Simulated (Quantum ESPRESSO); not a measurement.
## The states of the two spins in Ba2FeMoO6

Aim: the densities of states of Ba2FeMoO6 in the lowest state of several starts.

Main program and level: Quantum ESPRESSO 7.5; LDA; plane waves with GBRV 1.5 LDA potentials, no spin-orbit coupling.

## Step 1: The structure

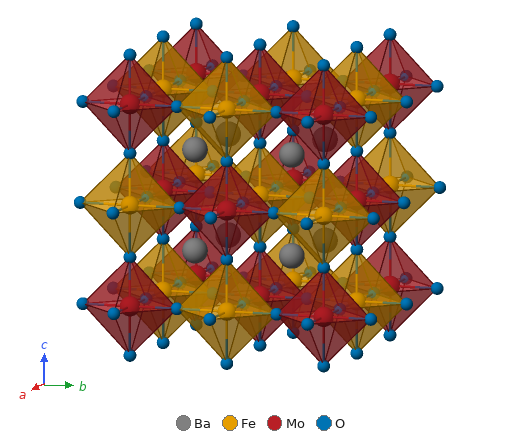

The cell as given, slightly off an axis (barium grey, iron orange, molybdenum red, oxygen blue). This picture shows the conventional cell, with its axes. Some periodic images of atoms are drawn too.

The cell comes from the Crystallography Open Database.

## Step 2: The magnetic state

This state came out lowest in a comparison of starts that is told elsewhere.

The input, pw.in:

```
&CONTROL
  calculation = 'scf'
  prefix = 'pwscf'
  outdir = './tmp'
  pseudo_dir = './pseudo'
  disk_io = 'low'
/
&SYSTEM
  ibrav = 0
  celldm(1) = 8
  nat = 10
  ntyp = 4
  ecutwfc = 40
  ecutrho = 280
  nbnd = 62
  occupations = 'smearing'
  smearing = 'fd'
  degauss = 0.00367493
  nspin = 2
  starting_magnetization(1) = 0
  starting_magnetization(2) = 0.25
  starting_magnetization(3) = -0.1429
  starting_magnetization(4) = 0
/
&ELECTRONS
  conv_thr = 2d-08
  electron_maxstep = 150
  mixing_beta = 0.3
/
ATOMIC_SPECIES
Ba    137.3270 ba_lda_v1.uspp.F.UPF
Fe     55.8450 fe_lda_v1.5.uspp.F.UPF
Mo     95.9500 mo_lda_v1.uspp.F.UPF
O      15.9990 o_lda_v1.2.uspp.F.UPF
CELL_PARAMETERS alat
   0.0000000000000    0.9530125062253    0.9530125062253
   0.9530125062253    0.0000000000000    0.9530125062253
   0.9530125062253    0.9530125062253    0.0000000000000
ATOMIC_POSITIONS crystal
Ba      0.2500000000    0.2500000000    0.2500000000
Ba      0.7500000000    0.7500000000    0.7500000000
Fe      0.5000000000    0.5000000000    0.5000000000
Mo      0.0000000000    0.0000000000    0.0000000000
O       0.7568000000    0.2432000000    0.2432000000
O       0.2432000000    0.7568000000    0.2432000000
O       0.2432000000    0.7568000000    0.7568000000
O       0.7568000000    0.2432000000    0.7568000000
O       0.2432000000    0.2432000000    0.7568000000
O       0.7568000000    0.7568000000    0.2432000000
K_POINTS automatic
4 4 4 0 0 0
```

Launch:

```sh
$ OMP_NUM_THREADS=1 mpirun -n 4 pw.x -nk 4 -in pw.in > pw.out
```

The program printed:

```text
Program PWSCF v.7.5 starts

     Message from routine setup:
     using ibrav=0 with symmetry is DISCOURAGED, use correct ibrav instead

     K-points division:     npool     =       4
     Subspace diagonalization in iterative solution of the eigenvalue problem:

     bravais-lattice index     =            0
     lattice parameter (alat)  =       8.0000  a.u.
     unit-cell volume          =     886.3306 (a.u.)^3
     number of atoms/cell      =           10
     number of atomic types    =            4
     number of electrons       =        86.00
     number of Kohn-Sham states=           62
     kinetic-energy cutoff     =      40.0000  Ry
     charge density cutoff     =     280.0000  Ry
     scf convergence threshold =      2.0E-08
     mixing beta               =       0.3000
     number of iterations used =            8  plain     mixing
     Exchange-correlation= SLA  PZ   NOGX NOGC
                           (   1   1   0   0   0   0   0)

     celldm(1)=   8.000000  celldm(2)=   0.000000  celldm(3)=   0.000000
     celldm(4)=   0.000000  celldm(5)=   0.000000  celldm(6)=   0.000000

     crystal axes: (cart. coord. in units of alat)
               a(1) = (   0.000000   0.953013   0.953013 )
               a(2) = (   0.953013   0.000000   0.953013 )
               a(3) = (   0.953013   0.953013   0.000000 )

     reciprocal axes: (cart. coord. in units 2 pi/alat)
               b(1) = ( -0.524652  0.524652  0.524652 )
               b(2) = (  0.524652 -0.524652  0.524652 )
               b(3) = (  0.524652  0.524652 -0.524652 )

     PseudoPot. # 1 for Ba read from file:
     ba_lda_v1.uspp.F.UPF
     Pseudo is Ultrasoft + core correction, Zval = 10.0

     PseudoPot. # 2 for Fe read from file:
     fe_lda_v1.5.uspp.F.UPF
     Pseudo is Ultrasoft + core correction, Zval = 16.0

     PseudoPot. # 3 for Mo read from file:
     mo_lda_v1.uspp.F.UPF
     Pseudo is Ultrasoft + core correction, Zval = 14.0

     PseudoPot. # 4 for O  read from file:
     o_lda_v1.2.uspp.F.UPF
     Pseudo is Ultrasoft + core correction, Zval =  6.0

     atomic species   valence    mass     pseudopotential
     Ba               10.00   137.32700     Ba( 1.00)
     Fe               16.00    55.84500     Fe( 1.00)
     Mo               14.00    95.95000     Mo( 1.00)
     O                 6.00    15.99900     O ( 1.00)

     Starting magnetic structure
     atomic species   magnetization
     Ba              0.000
     Fe              0.250
     Mo             -0.143
     O               0.000

     48 Sym. Ops., with inversion, found

   Cartesian axes

     site n.     atom                  positions (alat units)
         1        Ba     tau(   1) = (   0.4765063   0.4765063   0.4765063  )
         2        Ba     tau(   2) = (   1.4295188   1.4295188   1.4295188  )
         3        Fe     tau(   3) = (   0.9530125   0.9530125   0.9530125  )
         4        Mo     tau(   4) = (   0.0000000   0.0000000   0.0000000  )
         5        O      tau(   5) = (   0.4635453   0.9530125   0.9530125  )
         6        O      tau(   6) = (   0.9530125   0.4635453   0.9530125  )
         7        O      tau(   7) = (   1.4424797   0.9530125   0.9530125  )
         8        O      tau(   8) = (   0.9530125   1.4424797   0.9530125  )
         9        O      tau(   9) = (   0.9530125   0.9530125   0.4635453  )
        10        O      tau(  10) = (   0.9530125   0.9530125   1.4424797  )

     number of k points=     8  Fermi-Dirac smearing, width (Ry)=  0.0037
                       cart. coord. in units 2pi/alat
        k(    1) = (   0.0000000   0.0000000   0.0000000), wk =   0.0156250
        k(    2) = (   0.1311630   0.1311630  -0.1311630), wk =   0.1250000
        k(    3) = (  -0.2623260  -0.2623260   0.2623260), wk =   0.0625000
        k(    4) = (   0.2623260   0.0000000   0.0000000), wk =   0.0937500
        k(    5) = (  -0.1311630  -0.3934891   0.3934891), wk =   0.3750000
        k(    6) = (   0.0000000  -0.2623260   0.2623260), wk =   0.1875000
        k(    7) = (  -0.5246521   0.0000000   0.0000000), wk =   0.0468750
        k(    8) = (  -0.5246521   0.2623260   0.0000000), wk =   0.0937500

     Dense  grid:    70049 G-vectors     FFT dimensions: (  60,  60,  60)

     Smooth grid:    30395 G-vectors     FFT dimensions: (  45,  45,  45)

     Check: negative core charge=   -0.000012
     Generating pointlists ...
     new r_m :   0.2780 (alat units)  2.2242 (a.u.) for type    1
     new r_m :   0.2019 (alat units)  1.6152 (a.u.) for type    2
     new r_m :   0.1912 (alat units)  1.5297 (a.u.) for type    3
     new r_m :   0.1912 (alat units)  1.5297 (a.u.) for type    4

     Initial potential from superposition of free atoms

     starting charge      84.9737, renormalised to      86.0000

     negative rho (up, down):  9.859E-02 9.850E-02
     Starting wfcs are   76 randomized atomic wfcs

     Self-consistent Calculation

     iteration #  1     ecut=    40.00 Ry     beta= 0.30
     Davidson diagonalization with overlap
     ethr =  1.00E-02,  avg # of iterations =  2.7

     negative rho (up, down):  9.602E-02 9.589E-02

     total energy              =    -723.83366538 Ry
     estimated scf accuracy    <       4.77734961 Ry

     total magnetization       =     3.98 Bohr mag/cell
     absolute magnetization    =     4.07 Bohr mag/cell

     iteration #  2     ecut=    40.00 Ry     beta= 0.30
     Davidson diagonalization with overlap
     ethr =  5.56E-03,  avg # of iterations =  2.1

     negative rho (up, down):  9.534E-02 9.523E-02

     total energy              =    -722.31796438 Ry
     estimated scf accuracy    <      25.89388597 Ry

     total magnetization       =     0.00 Bohr mag/cell
     absolute magnetization    =     1.00 Bohr mag/cell

     [... further iterations left out ...]

     iteration # 13     ecut=    40.00 Ry     beta= 0.30
     Davidson diagonalization with overlap
     ethr =  2.72E-09,  avg # of iterations =  1.7

     negative rho (up, down):  8.971E-02 8.941E-02

     total energy              =    -725.10491121 Ry
     estimated scf accuracy    <       0.00000051 Ry

     total magnetization       =     4.00 Bohr mag/cell
     absolute magnetization    =     4.61 Bohr mag/cell

     iteration # 14     ecut=    40.00 Ry     beta= 0.30
     Davidson diagonalization with overlap
     ethr =  5.92E-10,  avg # of iterations =  1.0

     negative rho (up, down):  8.971E-02 8.941E-02

     Magnetic moment per site  (integrated on atomic sphere of radius R)
     atom   1 (R=0.278)  charge=  6.8999  magn= -0.0050
     atom   2 (R=0.278)  charge=  6.8999  magn= -0.0050
     atom   3 (R=0.202)  charge= 13.2892  magn=  3.5102
     atom   4 (R=0.191)  charge=  8.8765  magn= -0.1536
     atom   5 (R=0.191)  charge=  5.3668  magn=  0.0843
     atom   6 (R=0.191)  charge=  5.3668  magn=  0.0843
     atom   7 (R=0.191)  charge=  5.3668  magn=  0.0843
     atom   8 (R=0.191)  charge=  5.3668  magn=  0.0843
     atom   9 (R=0.191)  charge=  5.3668  magn=  0.0843
     atom  10 (R=0.191)  charge=  5.3668  magn=  0.0843

     End of self-consistent calculation

     [... lines left out ...]
     the Fermi energy is    12.2280 ev

!    total energy              =    -725.10491126 Ry
     estimated scf accuracy    <          5.6E-09 Ry
     smearing contrib. (-TS)   =      -0.00083711 Ry
     internal energy E=F+TS    =    -725.10407415 Ry

     The total energy is F=E-TS. E is the sum of the following terms:
     one-electron contribution =    -282.54903532 Ry
     hartree contribution      =     191.89199401 Ry
     xc contribution           =    -146.86534849 Ry
     ewald contribution        =    -487.58168434 Ry

     total magnetization       =     4.00 Bohr mag/cell
     absolute magnetization    =     4.61 Bohr mag/cell

     convergence has been achieved in  14 iterations

=------------------------------------------------------------------------------=
   JOB DONE.
=------------------------------------------------------------------------------=
```

Elapsed: 35 s, on 4 MPI ranks of Arm Neoverse V2, shared host; peak memory 0.97 GiB.

Spin moment in the atom's sphere by atom:

| atom | spin moment in the atom's sphere (μB) |
| --- | --- |
| Ba1 | -0.01 |
| Ba2 | -0.01 |
| Fe3 | 3.51 |
| Mo4 | -0.15 |
| O5 | 0.08 |
| O6 | 0.08 |
| O7 | 0.08 |
| O8 | 0.08 |
| O9 | 0.08 |
| O10 | 0.08 |

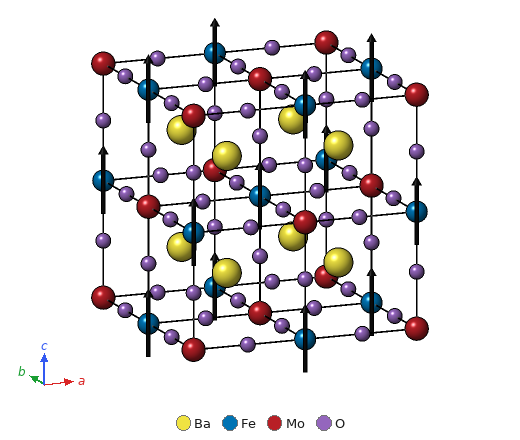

Spin moment in the atom's sphere as arrows, the longest 3.51 μB. Up and down stand for the sign. Arrows give size and sign along the axis of quantisation, drawn up and down the page. Some periodic images of atoms are drawn too.

This step gave:

```yaml
smearing_term_ts: 0.01139 eV
magnetization: 4 μB
absolute_magnetization: 4.612 μB
final_state: ferrimagnetic
```

(Continued in part 2 of 2.)

[Logs and program files are shortened in this print: banners, set-up blocks, solver, clock and traceback lines can be left out without a mark of their own.]

[Logs are printed without paths, hosts, clocks, repeated set-up lines and the standing remarks that a program may print on its own settings, such as how far it seeks lower states.]

[Hosts, paths, dates, database ids (printed as entryN), source tags and the programs' standing remarks are cut or masked in the printed files.]

[Where a cell is said to come from a database of computed structures, the database is the Materials Project.]
